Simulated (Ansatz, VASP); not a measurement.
# H2Pb in two plane-wave programs

One calculation is typed for both programs; each brings its own data sets and cutoff. How far apart do they land? The cell is generated by rule, not measured, and may not be a known phase. The cell comes out of the VASP series on this material, whose earlier steps may have relaxed, scaled or displaced it; both programs get it as it stands.

Main program and level: Ansatz 0.2.0; plane waves, with VASP 6.6.1 beside it; band structure at LDA, spin-orbit coupling.

The structure was built from a prototype and need not be the compound's stable phase.

### 1. Starting point

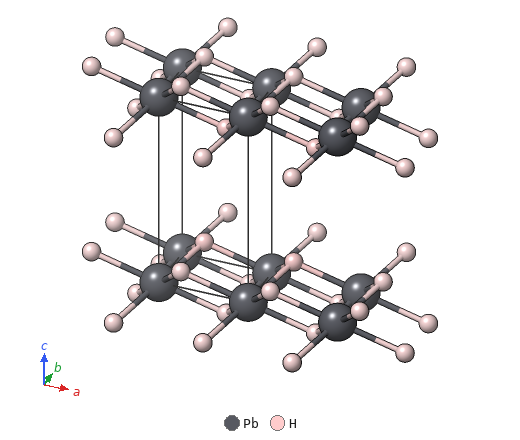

The starting structure, seen slightly off an axis (lead dark grey, hydrogen pink). 2×1×1 cells are drawn. Some periodic images of atoms are drawn too.

Structure file:

```cif
data_structure
_symmetry_space_group_name_H-M 'P 1'
_symmetry_Int_Tables_number 1
_cell_length_a 3.6628
_cell_length_b 3.6628
_cell_length_c 5.8907
_cell_angle_alpha 90.000
_cell_angle_beta 90.000
_cell_angle_gamma 120.000
_cell_volume 68.44
loop_
_atom_site_label
_atom_site_type_symbol
_atom_site_fract_x
_atom_site_fract_y
_atom_site_fract_z
_atom_site_occupancy
Pb1 Pb 0.00000 0.00000 0.00000 1
H2 H 0.33333 0.66667 0.14793 1
H3 H 0.66667 0.33333 0.85207 1
```

### 2. Ansatz: band structure, LDA, spin-orbit coupling

Ansatz runs on its fully relativistic PAW (standard-fr) files.

The same path points are solved in both programs, so levels can be compared one by one.

Input file input.yaml:

```yaml
crystal:
  lattice:
    - [3.662812829, 0.0, 0.0]
    - [-1.831406414, 3.172088959, 0.0]
    - [0.0, 0.0, 5.89067]
  atoms:
    - { symbol: Pb, position: [0.0, 0.0, 0.0] }
    - { symbol: H, position: [0.333333333, 0.666666667, 0.1479309263] }
    - { symbol: H, position: [0.666666667, 0.333333333, 0.8520690737] }
hamiltonian:
  xc: lda
  pseudopotentials: { kind: paw_fr }
magnetization:
  noncollinear: true
  spin_orbit: true
kpoints:
  mp_grid: { grid: [8, 8, 6] }
  band_path:
    path:
      - [0.0, 0.0, 0.0]
      - [0.13333, 0.0, 0.0]
      - [0.3, 0.0, 0.0]
      - [0.46667, 0.0, 0.0]
      - [0.46667, 0.06667, 0.0]
      - [0.41111, 0.17778, 0.0]
      - [0.35556, 0.28889, 0.0]
      - [0.28889, 0.28889, 0.0]
      - [0.17778, 0.17778, 0.0]
      - [0.06667, 0.06667, 0.0]
      - [0.0, 0.0, 0.03333]
      - [0.0, 0.0, 0.2]
      - [0.0, 0.0, 0.36667]
      - [0.0, 0.0, 0.5]
      - [0.16667, 0.0, 0.5]
      - [0.3, 0.0, 0.5]
      - [0.46667, 0.0, 0.5]
      - [0.46667, 0.06667, 0.5]
      - [0.41111, 0.17778, 0.5]
      - [0.35556, 0.28889, 0.5]
      - [0.28889, 0.28889, 0.5]
      - [0.17778, 0.17778, 0.5]
      - [0.06667, 0.06667, 0.5]
      - [0.5, 0.0, 0.46667]
      - [0.5, 0.0, 0.3]
      - [0.5, 0.0, 0.13333]
      - [0.33333, 0.33333, 0.0]
      - [0.33333, 0.33333, 0.16667]
      - [0.33333, 0.33333, 0.33333]
      - [0.33333, 0.33333, 0.5]
    npoints: 1
scf:
  occupations: { method: gaussian, width: 0.02 }
  n_extra_bands: 14
output:
  forces: true
  stress: true
  eigenvalues: true
```

The run is started by

```console
> ansatz run input.yaml --threads 2 --pin off --max-ram 4608MiB --backend cpu --events-out ev --progress --plain --runs-dir out
```

Numbers of over 12 decimals in the logs are rounded to 6 here.

Output:

```text
scf.n_extra_bands = 14 over 16 filled bands (N_el = 16.0): the run solves 30 bands
Engine: ansatz 0.2.0, aarch64-unknown-linux-gnu
Pseudopotentials: kind: paw_fr
Pseudopotential: Pb, paw_fr, valence charge 14, recommended cutoff 420 eV (normal), Pb.paw.azcp#standard-fr
Pseudopotential: H, paw_fr, valence charge 1, recommended cutoff 420 eV (normal), H.paw.azcp#standard-fr
Functional definition: SPW92
  exchange = slater_x
  correlation = pw_c
non-collinear run that drives no moment, with spin-orbit: no starting moment large enough to seed its density (crystal.atoms[].spin), no starting occupations that ask for one, no magnetisation constraint and no magnetic field, so the semilocal B_xc is pinned to zero
Crystal: 3 atoms, lattice volume = 68.442 Å³
Basis set: ecut = 420 eV, 1327 PW (Γ)
Bands: 30, of which v1, the nominal top of the filled ones, is band 16 counted from 1 (15 counted from 0)
Symmetry: 12 space group operations + 12 with time reversal
Magnetic group: BNS 164.86 (UNI 1316), of the structure as read, at distance tolerance 4.1e-5 Å
k-points: 50 of 384
Projection manifold: j_resolved (fully-relativistic pseudo-atomic orbitals)
Non-local potential: Pb, projectors of the file, l = 0: 2, l = 1: 4, l = 2: 4, l = 3: 4
Non-local potential: H, projectors of the file, l = 0: 2, l = 1: 2
PAW form: soft (Blöchl's): semilocal exchange-correlation on the pseudo side does not see the compensation charge
PAW frozen core: Pb, regenerated for the run's functional, and the local potential with it (the file was generated under x = pbe(κ = 0.804, μ = 0.219515), c = pbe(β = 0.066725))
PAW one-centre angular grid: Pb, 590 points (default); XC on 64 Gauss nodes
PAW one-centre angular grid: H, 110 points (default); XC on 64 Gauss nodes
Initial density: superposition of atomic densities (chi_scale 0.1, normalization cell, long waves kept (reshape's long-wave potential 0.00 eV rms))
Initial wavefunctions: pseudopotential atomic-orbital guess
Functional: x = slater, c = lda
SCF iter   1: F=—  HF=-11668.943335 eV  |F-HF|=—  |Δ(HF+E_count)|=         —  Δρ=3.38e-2  dr2=1.08e0  dr2_m=0.00e0 (ungated)  ethr=3.10e-3  |M|=0.00e0 ∫|m|=0.00e0 μB  |m|>n=0.0e0 m-floor=0.0e0 τ_xc=0.0e0  β_m=0.30  ⟨swp⟩=7.6  Hψ=4439  notcnv=0  defer=134
preconditioner: auto → none  [insulator: Δε(μ)=0.030 eV  Ē_g=18.456 eV  σ=0.020 eV  W_gap=0.69  n_scr=10 (ndim 8)  ℏωp=18.0 eV  f_vac=0.240  D(μ)=2.72/eV (n_scr^D=22)  ε∞_Penn≈1.9]
SCF iter   2: F=—  HF=-11668.641650 eV  |F-HF|=—  |Δ(HF+E_count)|=   3.02e-1  Δρ=1.62e-2  dr2=2.65e-1  dr2_m=0.00e0 (ungated)  ethr=3.10e-3  |M|=0.00e0 ∫|m|=0.00e0 μB  |m|>n=0.0e0 m-floor=0.0e0 τ_xc=0.0e0  β_m=0.45  ⟨swp⟩=2.1  Hψ=1108  notcnv=0  defer=366
SCF iter   3: F=—  HF=-11668.554580 eV  |F-HF|=—  |Δ(HF+E_count)|=   8.71e-2  Δρ=2.57e-3  dr2=3.12e-3  dr2_m=0.00e0 (ungated)  ethr=1.66e-3  |M|=0.00e0 ∫|m|=0.00e0 μB  |m|>n=0.0e0 m-floor=0.0e0 τ_xc=0.0e0  β_m=0.67  ⟨swp⟩=2.4  Hψ=841  notcnv=0  defer=398
SCF iter   4: F=—  HF=-11668.555077 eV  |F-HF|=—  |Δ(HF+E_count)|=   4.97e-4  Δρ=7.56e-4  dr2=6.01e-4  dr2_m=0.00e0 (ungated)  ethr=1.95e-5  |M|=0.00e0 ∫|m|=0.00e0 μB  |m|>n=0.0e0 m-floor=0.0e0 τ_xc=0.0e0  β_m=0.71  ⟨swp⟩=3.1  Hψ=1264  notcnv=0  defer=402
SCF iter   5: F=—  HF=-11668.554883 eV  |F-HF|=—  |Δ(HF+E_count)|=   1.94e-4  Δρ=1.30e-4  dr2=1.18e-5  dr2_m=0.00e0 (ungated)  ethr=3.76e-6  |M|=0.00e0 ∫|m|=0.00e0 μB  |m|>n=0.0e0 m-floor=0.0e0 τ_xc=0.0e0  β_m=0.67  ⟨swp⟩=2.4  Hψ=902  notcnv=0  defer=402
SCF iter   6: F=—  HF=-11668.554881 eV  |F-HF|=—  |Δ(HF+E_count)|=   1.30e-6  Δρ=1.40e-5  dr2=1.14e-7  dr2_m=0.00e0 (ungated)  ethr=7.36e-8  |M|=0.00e0 ∫|m|=0.00e0 μB  |m|>n=0.0e0 m-floor=0.0e0 τ_xc=0.0e0  β_m=0.73  ⟨swp⟩=2.0  Hψ=1081  notcnv=0  defer=402
SCF iter   7: F=-11668.554882 eV  HF=-11668.554882 eV  |F-HF|=4.91e-10  |Δ(HF+E_count)|=   5.11e-8  Δρ=2.40e-6  dr2=4.77e-9  dr2_m=0.00e0 (ungated)  ethr=6.25e-10  |M|=0.00e0 ∫|m|=0.00e0 μB  |m|>n=0.0e0 m-floor=0.0e0 τ_xc=0.0e0  ⟨swp⟩=12.7  Hψ=4925  notcnv=0
SCF 1 converged in 7 iterations: F = -11668.554882 eV  dr2 = 4.77e-9
  greatest PAW one-centre occupation: 0.979 electrons in one spin orbital (limit 2), on the Pb atom at site 0 (counted from 0), in its partial waves of l = 2
NSCF: frozen V_eff on 30 k-points
SCF converged after 7 iterations
Magnetization: |M| = 0.0000 μB,  M = (+0.0000, +0.0000, +0.0000) μB
Absolute magnetization: 0.0000 μB (∫|m|)
  site 0: m = (+0.0000, +0.0000, +0.0000) μB, |m| = 0.0000 μB  (R = 0.94 Å)
  site 1: m = (+0.0000, +0.0000, +0.0000) μB, |m| = 0.0000 μB  (R = 0.94 Å)
  site 2: m = (+0.0000, +0.0000, +0.0000) μB, |m| = 0.0000 μB  (R = 0.94 Å)
Free energy (F): -11668.554882 eV
Harris-Foulkes:  -11668.554882 eV  (|F-HF|=4.91e-10)
Internal energy: -11668.554391 eV  (E = F + TS)
E sigma→0 (E₀):  -11668.554636 eV
Entropy (-TS):   -0.000490 eV (-0.163 meV/atom)
Fermi energy:    3.333126 eV
--- Per-component energies (eV) ---
  E_band       = -150.363468
  E_kinetic    = 313.718515
  E_local      = -1839.317953  (includes V_loc(G=0)·N_el)
  E_nonlocal   = 357.232840
  E_hartree    = 755.090489
  E_xc         = -235.271510
  E_vxc        = -154.604699  (∫ρ·V_xc dr)
  E_paw        = -10140.770023  (= ΣΔE_a)
  E_vpaw       = -337.570162  (= ΣTr[D̂ρ^β])
  E_aug_tail   = -0.001916  (compensation charges beyond the density's cutoff)
  E_ewald      = -879.188701
  E_core_change = -0.046131  (= ΣΔE_core)
  E_smearing   = -0.000490  (= −TS)
  E_closure    = 0.000000  (closes the sum)
  Σ components = -11668.554882   (vs F -11668.554882, Δ=0.00e0)
--- Forces (eV/Å), atoms counted from 1 ---
  atom   1  Pb     0.00000000     0.00000000     0.00000000
  atom   2  H     -0.00000000    -0.00000000    -0.03978331
  atom   3  H      0.00000000     0.00000000     0.03978331
  max |Σ_I F_I| component: 6.94e-18 eV/Å
--- Stress (GPa, compression-positive) ---
       -1.636899      -0.000000      -0.000000
       -0.000000      -1.636899      -0.000000
       -0.000000      -0.000000      -0.875395
  P = ⅓ Tr σ = -1.3831 GPa (-13.831 kbar)
--- Band table (eV; the first three rows and the last of 50) ---
  k-point 0: bands = [... 12 lower, -0.9423, -0.9423, 4.7514, 4.7514, 6.1789, 6.1789, 6.6412, 6.6412, ... 10 higher]
  k-point 1: bands = [... 12 lower, -1.0219, -1.0219, 4.9640, 4.9640, 6.1313, 6.1313, 6.6735, 6.6735, ... 10 higher]
  k-point 2: bands = [... 12 lower, -1.1708, -1.1708, 5.4088, 5.4088, 6.0027, 6.0027, 6.7246, 6.7246, ... 10 higher]
  k-point 49: bands = [... 12 lower, -2.0799, -2.0799, -0.5794, -0.5794, 3.7635, 3.7635, 5.4160, 5.4160, ... 10 higher]
```

Run time: 13 s. Hardware: 2 threads of Arm Neoverse V1, shared host; peak memory 0.5 GiB; 26 s of CPU time.

Reading the cycles: dr2 is the Hartree energy of the density residual (eV), the measure of convergence; HF is the Harris–Foulkes estimate of the energy, which meets the free energy F at convergence.

### 3. VASP: band structure, LDA, spin-orbit coupling

The same cell, functional (in two slightly different forms), mesh and smearing now go to VASP, with its own data sets and cutoff.

Lines of VASP's logs that name or quote its potential files are left out, and so is its time.

Input file INCAR:

```
SYSTEM = H2Pb
PREC = Accurate
ENCUT = 400
EDIFF = 1E-06
NELM = 100
ISMEAR = 0
SIGMA = 0.02
LREAL = .FALSE.
ALGO = Normal
GGA = CA
LNONCOLLINEAR = .TRUE.
MAGMOM = 0 0 0 0 0 0 0 0 0
NBANDS = 28
GGA_COMPAT = .FALSE.
LASPH = .TRUE.
LSORBIT = .TRUE.
LORBIT = 11
LWAVE = .FALSE.
LCHARG = .FALSE.
KPAR = 4
ISIF = 2
```

Input file POSCAR:

```
H2Pb
1.0
    3.6628128290      0.0000000000      0.0000000000
   -1.8314064140      3.1720889590      0.0000000000
    0.0000000000      0.0000000000      5.8906700000
Pb H
1 2
Direct
    0.0000000000      0.0000000000      0.0000000000
    0.3333333330      0.6666666670      0.1479309263
    0.6666666670      0.3333333330      0.8520690737
```

Input file KPOINTS:

```
Automatic mesh
0
Gamma
8 8 6
0 0 0
```

Input file KPOINTS_OPT:

```
Line mode
16
Line-mode
Reciprocal
  0.00000000   0.00000000   0.00000000 GAMMA
  0.50000000   0.00000000   0.00000000 M

  0.50000000   0.00000000   0.00000000 M
  0.33333333   0.33333333   0.00000000 K

  0.33333333   0.33333333   0.00000000 K
  0.00000000   0.00000000   0.00000000 GAMMA

  0.00000000   0.00000000   0.00000000 GAMMA
  0.00000000   0.00000000   0.50000000 A

  0.00000000   0.00000000   0.50000000 A
  0.50000000   0.00000000   0.50000000 L

  0.50000000   0.00000000   0.50000000 L
  0.33333333   0.33333333   0.50000000 H

  0.33333333   0.33333333   0.50000000 H
  0.00000000   0.00000000   0.50000000 A

  0.50000000   0.00000000   0.50000000 L
  0.50000000   0.00000000   0.00000000 M

  0.33333333   0.33333333   0.00000000 K
  0.33333333   0.33333333   0.50000000 H
```

Potentials, in the order of the species: Pb_d and H (LDA family, release 64).

The run is started by

```console
> mpirun -np 4 vasp_ncl
```

Output:

```text
[banner, memory and clock lines left out]
running    4 mpi-ranks, on    1 nodes
 distrk:  each k-point on    1 cores,    4 groups
 distr:  one band on    1 cores,    1 groups

 POSCAR found type information on POSCAR PbH
 POSCAR found :  2 types and       3 ions
 LDA part: xc-table for (Slater(with rela. corr.)+CA(PZ))
 , standard interpolation
 POSCAR, INCAR and KPOINTS ok, starting setup
 FFT: planning ... GRIDC
 FFT: planning ... GRID_SOFT
 FFT: planning ... GRID
 WAVECAR not read
 entering main loop
       N       E                     dE             d eps       ncg     rms          rms(c)
DAV:   1     0.143501340037E+03    0.14350E+03   -0.61677E+03  2800   0.897E+02
DAV:   2     0.235464403231E+01   -0.14115E+03   -0.13503E+03  2976   0.290E+02
DAV:   3    -0.987271973252E+01   -0.12227E+02   -0.12056E+02  3620   0.111E+02
DAV:   4    -0.103363236861E+02   -0.46360E+00   -0.46289E+00  3276   0.269E+01
DAV:   5    -0.103599550351E+02   -0.23631E-01   -0.23630E-01  4132   0.525E+00    0.317E+00
DAV:   6    -0.998531397380E+01    0.37464E+00   -0.19428E-01  3672   0.519E+00    0.136E+00
DAV:   7    -0.990441825688E+01    0.80896E-01   -0.21405E-01  3684   0.312E+00    0.367E-01
DAV:   8    -0.990404226830E+01    0.37599E-03   -0.20227E-02  3312   0.153E+00    0.255E-01
DAV:   9    -0.990425563992E+01   -0.21337E-03   -0.45114E-03  3656   0.832E-01    0.873E-02
DAV:  10    -0.990395578871E+01    0.29985E-03   -0.13928E-03  3608   0.650E-01    0.438E-02
DAV:  11    -0.990400775871E+01   -0.51970E-04   -0.16606E-04  3328   0.150E-01    0.173E-02
DAV:  12    -0.990402432501E+01   -0.16566E-04   -0.29671E-05  3356   0.370E-02    0.128E-02
DAV:  13    -0.990402361442E+01    0.71060E-06   -0.32070E-06  3056   0.196E-02
   1 F= -.99040236E+01 E0= -.99038515E+01  d E =-.344223E-03  mag=    -0.0000     0.0000    -0.0000
 Start KPOINTS_OPT (optional k-point list driver)
k-point batch [1-50\144]
       N       E                     dE             ncg
DAV:   1    -0.117620830475E+04   -0.15827E+05     2800
DAV:   2    -0.823093045994E+04   -0.70547E+04     3008
DAV:   3    -0.884307135937E+04   -0.61214E+03     3600
DAV:   4    -0.886667916931E+04   -0.23608E+02     3216
DAV:   5    -0.886785449871E+04   -0.11753E+01     4004
DAV:   6    -0.886787157755E+04   -0.17079E-01     3424
DAV:   7    -0.886787205774E+04   -0.48019E-03     4016
DAV:   8    -0.886787206426E+04   -0.65199E-05     2944
DAV:   9    -0.886787206457E+04   -0.31326E-06     1756
[...]
k-point batch [101-144\144]
       N       E                     dE             ncg
DAV:   1     0.191943197205E+04   -0.19586E+05     2464
DAV:   2    -0.423176732194E+04   -0.61512E+04     2608
DAV:   3    -0.476128033587E+04   -0.52951E+03     3032
DAV:   4    -0.478124906824E+04   -0.19969E+02     2924
DAV:   5    -0.478224372237E+04   -0.99465E+00     3584
DAV:   6    -0.478225597337E+04   -0.12251E-01     3036
DAV:   7    -0.478225638591E+04   -0.41254E-03     3568
DAV:   8    -0.478225639110E+04   -0.51914E-05     2732
DAV:   9    -0.478225639134E+04   -0.23834E-06     1652
```

(Part 1 of 2 ends here.)

[Lines on the potential files, build, host, timing and source positions are cut from VASP's logs without a mark.]

[Logs are printed without paths, hosts, clocks, repeated set-up lines and the standing remarks that a program may print on its own settings, such as how far it seeks lower states.]

[Hosts, paths, dates, database ids (printed as entryN), source tags and the programs' standing remarks are cut or masked in the printed files.]
